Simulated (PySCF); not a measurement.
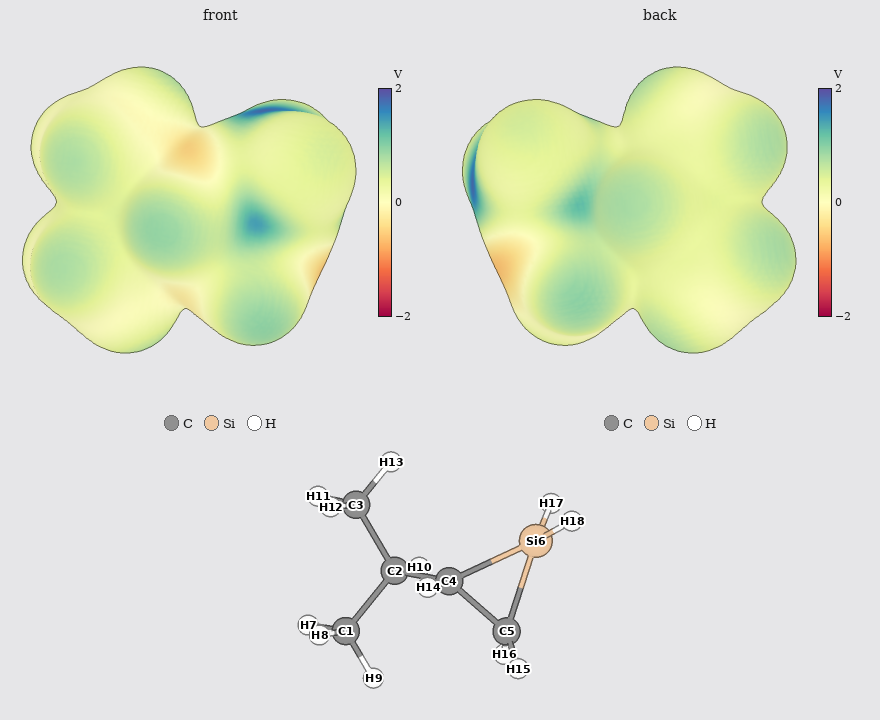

The picture shows: C$_{5}$H$_{12}$Si. The molecular electrostatic potential painted on the density surface at 0.004 e/bohr³, seen from the front and from behind; red is negative and blue positive. The bare structure is drawn below in the same view.

Geometry: GFN2-xTB.

All numbers below come from CAM-B3LYP/def2-SVPD, SCF density, gas phase in PySCF.

| atom | x (Å) | y (Å) | z (Å) |
| --- | --- | --- | --- |
| C | -1.3564 | -1.3591 | 0.1599 |
| C | -0.6797 | -0.0579 | -0.2729 |
| C | -1.5601 | 1.1412 | 0.0706 |
| C | 0.6784 | 0.0744 | 0.3828 |
| C | 1.8244 | -0.7788 | -0.1791 |
| Si | 2.0728 | 1.0722 | -0.4054 |
| H | -2.3092 | -1.4857 | -0.3505 |
| H | -1.5383 | -1.3503 | 1.2329 |
| H | -0.7229 | -2.2121 | -0.0726 |
| H | -0.5393 | -0.0865 | -1.3599 |
| H | -2.5256 | 1.0653 | -0.4247 |
| H | -1.7295 | 1.1907 | 1.1444 |
| H | -1.0797 | 2.0657 | -0.2427 |
| H | 0.6059 | 0.0628 | 1.4666 |
| H | 2.4095 | -1.3320 | 0.5426 |
| H | 1.5714 | -1.3924 | -1.0333 |
| H | 1.8448 | 1.6306 | -1.7262 |
| H | 3.0247 | 1.7580 | 0.4490 |

### Describe the electrostatic potential map.

The most negative region (about −0.6 V, or −14 kcal/mol for a unit charge) lies over C5, the most positive (about +1.7 V, or +39 kcal/mol for a unit charge) over Si6.
